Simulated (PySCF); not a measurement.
Li(OH), HLiO, SMILES [Li][OH], singlet at its CAM-B3LYP/def2-SVP optimised geometry (Å):

```
3

Li     1.2488    -0.0001     0.0000
O     -0.2940    -0.0001     0.0000
H     -1.2488     0.0001     0.0102
```

Calculation: CAM-B3LYP/def2-TZVP in PySCF 2.14.0. Cells within 0.4 Å of a nucleus heavier than hydrogen are left out (blank, or x).

Map of the LUMO amplitude (bohr^(-3/2)) on the plane z = 0.0 Å; orbital energy -0.43 eV, overall sign arbitrary:

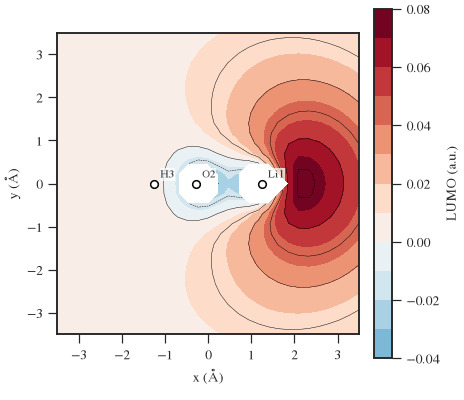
*LUMO amplitude (bohr^(-3/2)) on the plane z = 0.0 Å.*
